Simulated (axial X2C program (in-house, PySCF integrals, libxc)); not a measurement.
# BaH: properties at the nuclei

Wanted for BaH: properties at the nuclei, at the two-component level.

Program: an in-house X2C program for linear molecules on PySCF integrals. Level of theory: two-component X2C with atomic mean-field terms, Ba dyall-cv3z, H dyall-v3z. These are calculated values, not measurements.

## (1) Input

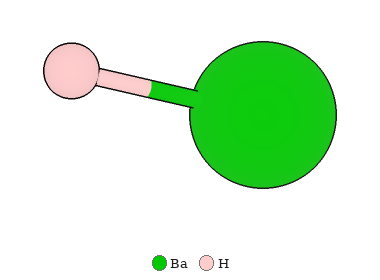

The two atoms at 2.280 Å (barium green, hydrogen pink).

File task.json:

```json
{"zs": [56, 1], "q": 0, "bas": ["dyall-cv3z", "dyall-v3z"], "r0": 2.28, "levels": ["PBE0", "HF", "BHandHLYP", "PBE50", "PBE"], "nst": 3}
```

Keys: zs atomic numbers; q charge; bas basis sets; r0 starting distance in Å; levels methods (HF also brings MP2); nst determinants followed.

The run is started by

```
$ python soeom.py task.json out
```

Further steps of the session: Expectation values, lowest determinant; Expectation values, a higher determinant; Expectation values, a higher determinant.

Q: Predict the outcome of this session. Wanted: lowest determinant; Eeff magnitude; Ws magnitude Ba; A∥/gI Ba; qzz Ba; higher determinant (for each run or level that gives them).

The runs gave:

| quantity | value |
| --- | --- |
| lowest determinant | Ω = 1/2 (excess of +ω over −ω: ω = 1/2) |
| Eeff magnitude (GV/cm), PBE0 | 6.55 |
| Ws magnitude Ba (kHz), PBE0 | 8.22 |
| A∥/gI Ba (MHz), PBE0 | 3020 |
| qzz Ba (a.u.), PBE0 | -2.29 |
| higher determinant | Ω = 3/2 (excess of +ω over −ω: ω = 3/2) |
| Eeff magnitude (GV/cm), PBE0, higher determinant | 1.34 |
| Ws magnitude Ba (kHz), PBE0, higher determinant | 0.333 |
| A∥/gI Ba (MHz), PBE0, higher determinant | 79.8 |
| qzz Ba (a.u.), PBE0, higher determinant | -1.63 |
| higher determinant | Ω = 5/2 (excess of +ω over −ω: ω = 5/2) |
| Eeff magnitude (GV/cm), PBE0, higher determinant | 0.00431 |
| Ws magnitude Ba (kHz), PBE0, higher determinant | 0.00324 |
| A∥/gI Ba (MHz), PBE0, higher determinant | -11.6 |
| qzz Ba (a.u.), PBE0, higher determinant | -0.54 |

In words: In the first state, the effective field runs from 5.95 to 7.81 GV/cm over the mean-field levels. The expectation values come from single determinants, which for open shells can mix terms of unlike spin or miss the lowest Ω, so a determinant need not be a state. Eeff is the effective electric field on the electron dipole moment in this Ω state and Ws the scalar–pseudoscalar constant (defined with the proton number Z and per Ω); A∥ is the parallel hyperfine constant, which follows by multiplying with the nuclear g factor gI = μI/(I μN); qzz is the electric field gradient, eQq0 = 234.96 MHz × Q/barn × qzz; μ is positive if H is the positive end. The operators were transformed with the bare-nucleus X2C matrices.
